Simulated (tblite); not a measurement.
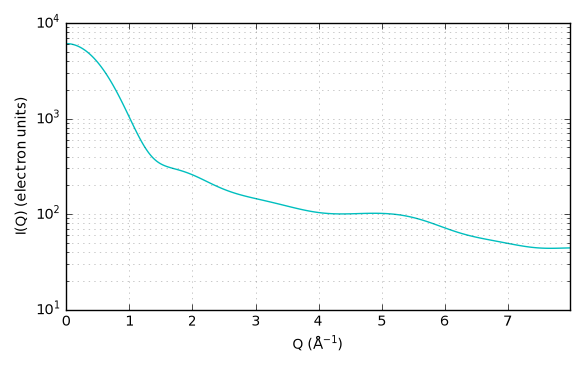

Elastic X-ray scattering of a randomly oriented, rigid molecule, calculated with the Debye equation from neutral-atom form factors (independent atoms, no Compton part, no vibration). The geometry is the end point of an optimisation (tblite 0.8.0, GFN2-xTB geometry optimisation, gas phase); it may be a saddle point or a higher isomer. It contains C, O, Si, H.

> How many electrons does the independent-atom model of the molecule hold?

I(0) is the square of the electron number: I(0) = 6080, so about 78 electrons, the count of C7H14OSi.

> What radius of gyration does the initial fall-off give?

From I(Q) ≈ I(0) exp(−Q²R²/3) at small Q, R ≈ 2.34 Å. It is larger than the electron-weighted radius of the nuclear positions alone (2.21 Å), because each atom's electron cloud adds to it.
